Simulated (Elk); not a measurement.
## MnIn4: moments or none

Aim: find out whether MnIn4 carries moments when they start parallel, and what they gain.

Method: AM05; all-electron APW+lo, Dirac cores, scalar-relativistic bands, in Elk 11.2.3 (patched build).

**1. The starting structure**

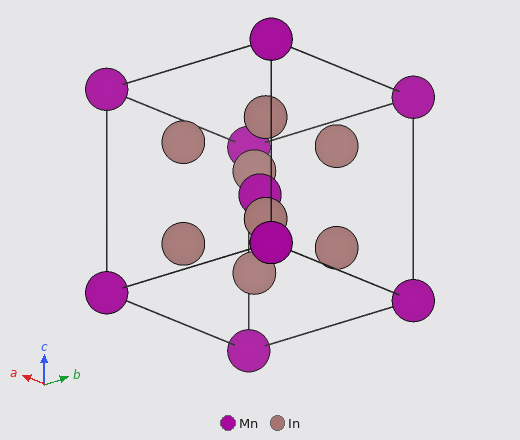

Start, viewed from a free direction; manganese purple, indium brown. This picture shows the conventional cell, with its axes. Some periodic images of atoms are drawn too.

As a file:

```cif
data_structure
_symmetry_space_group_name_H-M 'Im-3m'
_symmetry_Int_Tables_number 229
_cell_length_a 6.0175
_cell_length_b 6.0175
_cell_length_c 6.0175
_cell_angle_alpha 90.000
_cell_angle_beta 90.000
_cell_angle_gamma 90.000
_cell_volume 217.90
loop_
_atom_site_label
_atom_site_type_symbol
_atom_site_symmetry_multiplicity
_atom_site_Wyckoff_symbol
_atom_site_fract_x
_atom_site_fract_y
_atom_site_fract_z
_atom_site_occupancy
Mn1 Mn 2 a 0.00000 0.00000 0.00000 1
In1 In 8 c 0.25000 0.25000 0.75000 1
```

The cell is a made-up one and need not be a known phase.

**2. Order 1, typed as ferro +**

Parallel moments need no larger cell; this start tests for a ferromagnetic state only.

The last three numbers of an atom's line are a seed field in its sphere. It points against the wanted moment and shrinks by the factor reducebf each loop.

Input file elk.in:

```
tasks
  0
  33
  73

xctype
  100 120 135

rgkmax
  7.0

nempty
  14

swidth
  0.002

reducebf
  0.5

epsengy
  1e-05

maxscl
  100

lmaxi
  2

lmaxapw
  10

lmaxo
  8

spinpol
  .true.

sppath
  './'

avec
  -5.68571347747 5.68571347747 5.68571347747
  5.68571347747 -5.68571347747 5.68571347747
  5.68571347747 5.68571347747 -5.68571347747

atoms
  2
  'Mn.in'
  1
  0.0000000000 0.0000000000 0.0000000000   0.000000 0.000000 -0.262500
  'In.in'
  4
  0.0000000000 0.0000000000 0.5000000000   0.000000 0.000000 0.000000
  0.0000000000 0.5000000000 0.0000000000   0.000000 0.000000 0.000000
  0.5000000000 0.0000000000 0.0000000000   0.000000 0.000000 0.000000
  0.5000000000 0.5000000000 0.5000000000   0.000000 0.000000 0.000000

ngridk
  6 6 6

plot3d
  0 0 0
  1 0 0
  0 1 0
  0 0 1
  27 27 27
```

On the command line:

```console
OMP_NUM_THREADS=4 elk
```

Numbers of over 12 decimals in the logs are rounded to 6 here.

What it wrote:

```text
Warning(gndstate): core states of species 2 leak from the muffin-tin :   0.1906370206E-03

--- INFO.OUT ---
┌─────────────────────────┐
│ Elk code version 11.2.3 │
└─────────────────────────┘

All units are atomic (Hartree, Bohr, etc.)

┌─────────────────────────────────────────────────┐
│ Ground-state run starting from atomic densities │
└─────────────────────────────────────────────────┘

Lattice vectors :
  -5.685713477       5.685713477       5.685713477
   5.685713477      -5.685713477       5.685713477
   5.685713477       5.685713477      -5.685713477

Reciprocal lattice vectors :
  0.7549895224E-17  0.5525415000      0.5525415000
  0.5525415000      0.7549895224E-17  0.5525415000
  0.5525415000      0.5525415000      0.7549895224E-17

Unit cell volume      :    735.2159197
Brillouin zone volume :   0.3373841708

Muffin-tin inner radius fraction :   0.1000000000E-01

Nuclei treated as point charges

Species : 1 (Mn)
 parameters loaded from : Mn.in
 name : manganese
 nuclear charge    :   -25.00000000
 electronic charge :    25.00000000
 atomic mass :    100145.9370
 muffin-tin radius :    2.339506709
 number of radial points in muffin-tin :    993
 inner part over the whole radius :   0.9872760542E-02
 number on inner part of muffin-tin    :    699
 approximate nuclear radius :   0.7074591925E-04
 number of mesh points to nuclear radius :    330
 atomic positions (lattice), magnetic fields (Cartesian) :
  1 :   0.00000000  0.00000000  0.00000000    0.00000000  0.00000000 -0.26250000

Species : 2 (In)
 parameters loaded from : In.in
 name : indium
 nuclear charge    :   -49.00000000
 electronic charge :    49.00000000
 atomic mass :    209300.4102
 muffin-tin radius :    2.534465601
 number of radial points in muffin-tin :   1193
 inner part over the whole radius :   0.9882925111E-02
 number on inner part of muffin-tin    :    849
 approximate nuclear radius :   0.8768807633E-04
 number of mesh points to nuclear radius :    428
 atomic positions (lattice), magnetic fields (Cartesian) :
  1 :   0.00000000  0.00000000  0.50000000    0.00000000  0.00000000  0.00000000
  2 :   0.00000000  0.50000000  0.00000000    0.00000000  0.00000000  0.00000000
  3 :   0.50000000  0.00000000  0.00000000    0.00000000  0.00000000  0.00000000
  4 :   0.50000000  0.50000000  0.50000000    0.00000000  0.00000000  0.00000000

Total number of atoms per unit cell :    5
Total muffin-tin volume :    326.4136662
 ratio of muffin-tin to unit cell volume :   0.4439698019

Spin treatment :
 spin-polarised
 global magnetic field (Cartesian) :    0.000000000       0.000000000       0.000000000
 collinear magnetisation in z-direction

Number of Bravais lattice symmetries :   48
Number of crystal symmetries         :   48
Crystal has inversion symmetry
Real symmetric eigensolver will be used

k-point grid :      6     6     6
k-point offset :    0.000000000       0.000000000       0.000000000
k-point set is reduced with full crystal symmetry group
Total number of k-points :       16

Muffin-tin radius times maximum |G+k| :    7.000000000
 using average radius
Maximum |G+k| for APW functions       :    2.805078513
Maximum (1/2)|G+k|²                   :    3.934232732
Maximum |G| for potential and density :    12.00000000
Constant for pseudocharge density :    8
 order of it for each species :   15  15
 order of it for pair densities of each species (exact exchange by exxq0 0: 17) :    8  10
Radial integration step length :    1

G-vector grid sizes :     40    40    40
Number of G-vectors :    21457

Maximum angular momentum used for
 APW functions            :   10
 outer part of muffin-tin :    8
 inner part of muffin-tin :    2

Total nuclear charge    :   -221.0000000
Total core charge       :    130.0000000
Total valence charge    :    91.00000000
Total excess charge     :    0.000000000
Total electronic charge :    221.0000000

Effective Wigner radius, rₛ :   0.9260718288

Number of empty states         :     70
Total number of valence states :    232
Total number of core states    :    130

Third-order local-orbitals added for an l without core states : T
Total number of local-orbitals :     91

Using Libxc version 7.0.0
Exchange-correlation functional :    100   120   135
 gga_x_am05; gga_c_am05
 gradient requirement :    2
 generalised gradient approximation (GGA)

Smearing type :    3
 Fermi-Dirac
Smearing width :   0.2000000000E-02
Effective electronic temperature (K) :    631.5500496

Mixing type :    3
 Broyden mixing, J. Phys. A: Math. Gen. 17, L317 (1984)

Kohn-Sham potential initialised from atomic data

┌──────────────────────────────┐
│ Self-consistent loop started │
└──────────────────────────────┘

┌─────────────────┐
│ Loop number : 1 │
└─────────────────┘

Energies :
 Fermi                       :     0.105130
 sum of occupied eigenvalues :     -14839.285662296
 electron kinetic            :      25869.421766919
 core electron kinetic       :      24901.318464210
 Coulomb                     :     -49866.701292736
 Coulomb potential           :     -39791.354616800
 nuclear-nuclear             :     -2669.0940965415
 electron-nuclear            :     -54672.805020345
 Hartree                     :      7475.1978241506
 Madelung                    :     -29971.023984336
 xc potential                :     -917.30064924078
 xc effective B-field        :    -0.20657482602046E-01
 external B-field            :      0.000000
 exchange                    :     -652.19886802351
 correlation                 :     -19.466736426623
 electron entropic           :    -0.54480333014863E-03
 total energy                :     -24668.945675070
 (external B-field energy excluded from total)

Density of states at Fermi energy :    38.19952659
 (states/Hartree/unit cell)

Estimated indirect band gap :   0.2634019418E-02
 from k-point 14 to k-point 15
Estimated direct band gap   :   0.8755977575E-02
 at k-point 2

Charges :
 core                        :    130.0000000
 valence                     :    91.00000000
 interstitial                :    6.571750020
 muffin-tins (core leakage)
  species : 1 (Mn)
   atom 1                    :    26.45064677     ( -0.2232065928E-06)
  species : 2 (In)
   atom 1                    :    46.99440080     (  0.2004453804E-03)
   atom 2                    :    46.99440080     (  0.2004453804E-03)
   atom 3                    :    46.99440080     (  0.2004453804E-03)
   atom 4                    :    46.99440080     (  0.2004453804E-03)
 total in muffin-tins        :    214.4282500
 total calculated charge     :    220.9990435
 total charge                :    221.0000000
 error                       :   0.9564853394E-03

Moments :
[...]
atom 1                    :  -0.1684603352E-01
   atom 2                    :  -0.1684603352E-01
   atom 3                    :  -0.1684603352E-01
   atom 4                    :  -0.1684603352E-01
 total in muffin-tins        :   0.9098621321
 total moment                :   0.9048582599

┌─────────────────┐
│ Loop number : 2 │
└─────────────────┘

Energies :
 Fermi                       :     0.109786
 sum of occupied eigenvalues :     -14839.021831976
 electron kinetic            :      25876.628091102
 core electron kinetic       :      24904.119068741
 Coulomb                     :     -49866.129736662
 Coulomb potential           :     -39793.086207346
 nuclear-nuclear             :     -2669.0940965415
 electron-nuclear            :     -54669.841691359
 Hartree                     :      7472.8060512383
 Madelung                    :     -29969.586632989
 xc potential                :     -922.50232277690
 xc effective B-field        :    -0.24585127157583E-01
 external B-field            :      0.000000
 exchange                    :     -652.04139081329
 correlation                 :     -19.461289181177
 electron entropic           :    -0.46946360696207E-03
 total energy                :     -24661.004795018
 (external B-field energy excluded from total)

Density of states at Fermi energy :    32.37542412
 (states/Hartree/unit cell)

Estimated indirect band gap :   0.2092928521E-02
 from k-point 16 to k-point 12
Estimated direct band gap   :   0.1852555240E-01
 at k-point 10

Charges :
 core                        :    130.0000000
 valence                     :    91.00000000
 interstitial                :    6.677985226
 muffin-tins (core leakage)
  species : 1 (Mn)
   atom 1                    :    26.23194093     ( -0.2232062553E-06)
  species : 2 (In)
   atom 1                    :    47.02251846     (  0.2001641670E-03)
   atom 2                    :    47.02251846     (  0.2001641670E-03)
   atom 3                    :    47.02251846     (  0.2001641670E-03)
   atom 4                    :    47.02251846     (  0.2001641670E-03)
 total in muffin-tins        :    214.3220148
 total calculated charge     :    220.9990454
 total charge                :    221.0000000
 error                       :   0.9546239761E-03

Moments :
 interstitial                :  -0.2443305906E-01
 muffin-tins
  species : 1 (Mn)
   atom 1                    :    1.081932718
  species : 2 (In)
   atom 1                    :  -0.2330579062E-01
   atom 2                    :  -0.2330579062E-01
   atom 3                    :  -0.2330579062E-01
   atom 4                    :  -0.2330579062E-01
 total in muffin-tins        :   0.9887095558
 total moment                :   0.9642764968

RMS change in Kohn-Sham potential (target) :    11.82569065     (  0.1000000000E-05)
Absolute change in total energy (target)   :    7.940880052     (  0.1000000000E-04)

[... loops 3 to 23 left out ...]

┌──────────────────┐
│ Loop number : 24 │
└──────────────────┘

Energies :
 Fermi                       :     0.247782
 sum of occupied eigenvalues :     -14823.975584953
 electron kinetic            :      25867.872806036
 core electron kinetic       :      24903.284381785
 Coulomb                     :     -49867.227572617
 Coulomb potential           :     -39805.086366499
 nuclear-nuclear             :     -2669.0940965415
 electron-nuclear            :     -54658.948165644
 Hartree                     :      7460.8146895677
 Madelung                    :     -29964.684389368
 xc potential                :     -886.74510565469
 xc effective B-field        :    -0.16918459285055E-01
 external B-field            :      0.000000
 exchange                    :     -651.03509740352
 correlation                 :     -19.423493295901
 electron entropic           :    -0.81780087211320E-03
 total energy                :     -24669.814175081
 (external B-field energy excluded from total)

Density of states at Fermi energy :    60.53984296
 (states/Hartree/unit cell)

Estimated indirect band gap :   0.1571616546E-02
 from k-point 3 to k-point 10
Estimated direct band gap   :   0.5992121120E-02
 at k-point 3

Charges :
 core                        :    130.0000000
 valence                     :    91.00000000
 interstitial                :    7.713577015
 muffin-tins (core leakage)
  species : 1 (Mn)
   atom 1                    :    23.93084538     ( -0.2232062783E-06)
  species : 2 (In)
   atom 1                    :    47.33889440     (  0.1906370181E-03)
   atom 2                    :    47.33889440     (  0.1906370181E-03)
   atom 3                    :    47.33889440     (  0.1906370181E-03)
   atom 4                    :    47.33889440     (  0.1906370181E-03)
 total in muffin-tins        :    213.2864230
 total calculated charge     :    220.9991104
 total charge                :    221.0000000
 error                       :   0.8895526770E-03

Moments :
 interstitial                :  -0.5861329282E-01
 muffin-tins
  species : 1 (Mn)
   atom 1                    :   0.8884608190
  species : 2 (In)
   atom 1                    :  -0.3061536392E-01
   atom 2                    :  -0.3061536392E-01
   atom 3                    :  -0.3061536392E-01
   atom 4                    :  -0.3061536392E-01
 total in muffin-tins        :   0.7659993633
 total moment                :   0.7073860704

RMS change in Kohn-Sham potential (target) :   0.3995181171E-06 (  0.1000000000E-05)
Absolute change in total energy (target)   :   0.7490849384E-05 (  0.1000000000E-04)

Convergence targets achieved

┌──────────────────┐
│ Loop number : 25 │
└──────────────────┘

Energies :
 Fermi                       :     0.247782
 sum of occupied eigenvalues :     -14823.975577507
 electron kinetic            :      25867.872815125
 core electron kinetic       :      24903.284386014
 Coulomb                     :     -49867.227575084
 Coulomb potential           :     -39805.086363338
 nuclear-nuclear             :     -2669.0940965415
 electron-nuclear            :     -54658.948174084
 Hartree                     :      7460.8146955415
 Madelung                    :     -29964.684393415
 xc potential                :     -886.74511013649
 xc effective B-field        :    -0.16919104155171E-01
 external B-field            :      0.000000
 exchange                    :     -651.03509816881
 correlation                 :     -19.423493255056
 electron entropic           :    -0.81780438571305E-03
 total energy                :     -24669.814169188
 (external B-field energy excluded from total)

Density of states at Fermi energy :    60.54037613
 (states/Hartree/unit cell)

Estimated indirect band gap :   0.1571840110E-02
 from k-point 3 to k-point 10
Estimated direct band gap   :   0.5991602111E-02
 at k-point 3

Charges :
 core                        :    130.0000000
 valence                     :    91.00000000
 interstitial                :    7.713576742
 muffin-tins (core leakage)
  species : 1 (Mn)
   atom 1                    :    23.93084580     ( -0.2232062535E-06)
  species : 2 (In)
   atom 1                    :    47.33889437     (  0.1906370206E-03)
   atom 2                    :    47.33889437     (  0.1906370206E-03)
   atom 3                    :    47.33889437     (  0.1906370206E-03)
   atom 4                    :    47.33889437     (  0.1906370206E-03)
 total in muffin-tins        :    213.2864233
 total calculated charge     :    220.9991104
 total charge                :    221.0000000
 error                       :   0.8895525280E-03

Moments :
 interstitial                :  -0.5863892709E-01
 muffin-tins
  species : 1 (Mn)
   atom 1                    :   0.8884829342
  species : 2 (In)
   atom 1                    :  -0.3061888264E-01
   atom 2                    :  -0.3061888264E-01
   atom 3                    :  -0.3061888264E-01
   atom 4                    :  -0.3061888264E-01
 total in muffin-tins        :   0.7660074036
 total moment                :   0.7073684765

┌──────────────────────────────┐
│ Self-consistent loop stopped │
└──────────────────────────────┘

Warning : core states of species 2 leak from the muffin-tin :   0.1906370206E-03

Wrote STATE.OUT
```

Wall time 5.7 min (4 threads of Arm Neoverse V2, shared host); peak memory 0.69 GiB.

Spin moment in the muffin-tin sphere by atom:

```csv
atom,spin moment in the muffin-tin sphere (μB)
Mn1,0.888
In2,-0.031
In3,-0.031
In4,-0.031
In5,-0.031
```

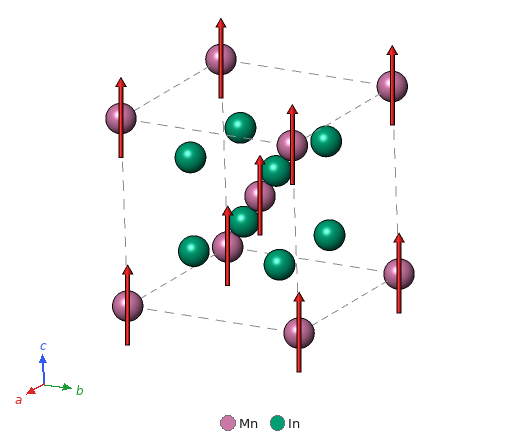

Spin moment in the muffin-tin sphere as arrows, the longest 0.888 μB. Up and down stand for the sign. Arrows give size and sign along the axis of quantisation, drawn up and down the page. Some periodic images of atoms are drawn too.

Numbers from this step:

* density of states at the Fermi level: 2.225 states/eV/cell
* moment between the spheres: -0.05864 μB
* magnetization: 0.7074 μB
* final state: ferromagnetic

After 25 cycles the largest moment stands at 0.888 μB.

[end of part 1 of 2]

[Logs and program files are shortened in this print: banners, set-up blocks, solver, clock and traceback lines can be left out without a mark of their own.]

[Logs are printed without paths, hosts, clocks, repeated set-up lines and the standing remarks that a program may print on its own settings, such as how far it seeks lower states.]

[Hosts, paths, dates, database ids (printed as entryN), source tags and the programs' standing remarks are cut or masked in the printed files.]

[Where a cell is said to come from a database of computed structures, the database is the Materials Project.]
